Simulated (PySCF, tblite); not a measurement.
# C₇H₁₅BSi: geometry, infrared bands and NMR shifts

Aim: predict the infrared bands and NMR shifts of C₇H₁₅BSi (`C=C(C)[Si]1(B(C)C)CC1`).

Computed with tblite 0.8.0 and PySCF 2.14.0, with density-fitted response routines of our own, on a single molecule in the gas phase. Atoms are numbered from 0 throughout.

## Step 1: The molecule as given

24 atoms, charge 0, multiplicity 1; geometry from: force field or distance geometry start.

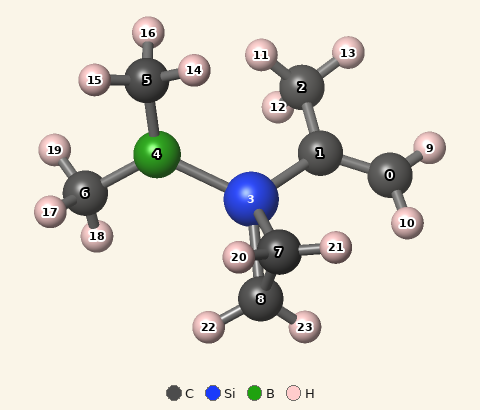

The starting geometry (carbon dark grey, silicon blue, boron green, hydrogen pink), atoms numbered.

## Step 2: Relaxing the molecule with GFN2-xTB

The job: settings as JSON, then the geometry in Å.

```
{"job": {"kind": "relax", "xc": "GFN2-xTB", "basis": "xTB"}, "charge": 0, "multiplicity": 1}
C      2.886000    -0.755800    -0.135100
C      1.798700     0.036000    -0.159100
C      2.054000     1.495500    -0.069600
Si     0.082500    -0.608000    -0.266600
B     -1.309600     0.712900    -0.181500
C     -1.591400     1.440600     1.190200
C     -2.354500     0.970400    -1.355300
C     -0.301100    -2.321500     0.373000
C     -0.205300    -2.227000    -1.146300
H      3.873100    -0.372000    -0.066300
H      2.769100    -1.841900    -0.189000
H      1.239300     1.957800     0.543800
H      2.029700     1.875500    -1.110700
H      3.029400     1.770000     0.359600
H     -1.090900     0.887500     2.027600
H     -2.682700     1.550900     1.366000
H     -1.098900     2.457600     1.223000
H     -3.356400     0.540400    -1.110600
H     -1.975400     0.644800    -2.335500
H     -2.481500     2.070600    -1.391000
H     -1.349600    -2.520200     0.748200
H      0.486800    -2.837400     0.926500
H     -1.120600    -2.220400    -1.748300
H      0.657600    -2.686500    -1.652000
```

The run is started by

```console
$ OMP_NUM_THREADS=1 python probes_run.py task.json out
```

The driver reads the jobs from task.json and runs them one after another.

**Question.** This job is followed by: GFN2-xTB harmonic vibrations, gas phase; GIAO PBE0/pcSseg-1 NMR shielding, non-relativistic, gas phase. What will the session give for the following? strongest single infrared mode (GFN2-xTB); zero-point energy (GFN2-xTB); 13C shifts against TMS (PBE0/pcSseg-1, means over atoms taken as alike); 1H shifts against TMS (PBE0/pcSseg-1, means over atoms taken as alike); 29Si shifts against TMS (PBE0/pcSseg-1); 11B shifts against BF3·OEt2 (PBE0/pcSseg-1).

**Answer**, as computed:

| quantity | value |
| --- | --- |
| strongest single infrared mode (GFN2-xTB) | 981 cm⁻¹, 134 km/mol |
| zero-point energy (GFN2-xTB) | 125.7 kcal/mol |
| 13C shifts against TMS (PBE0/pcSseg-1, means over atoms taken as alike) | 152.6, 126.6, 31.5, 21.5, 16.0 ppm |
| 1H shifts against TMS (PBE0/pcSseg-1, means over atoms taken as alike) | 5.79, 5.02, 2.29, 1.32, 1.27, 1.14 ppm |
| 29Si shifts against TMS (PBE0/pcSseg-1) | -154.5 ppm |
| 11B shifts against BF3·OEt2 (PBE0/pcSseg-1) | 106.5 ppm |

**Reading.** Relaxing lowered the energy by 0.712 eV in 208 steps; the close pair that moved most is C1–Si3, from 1.836 to 1.896 Å. All 66 modes are real, so the xTB geometry is a minimum. The strongest single mode, at 981 cm⁻¹, is spread over several atoms, H20, H22, H21, H23 among them. GFN2-xTB is a fitted tight-binding method: band positions and strengths are rough. Its intensities can rank the bands wrongly. The most deshielded carbon is C1 (fully substituted alkene carbon), at 152.6 ppm: the olefinic region. At PBE0/pcSseg-1: Shielding is most anisotropic at Si3 (span 455 ppm, paramagnetic term -384 ppm).
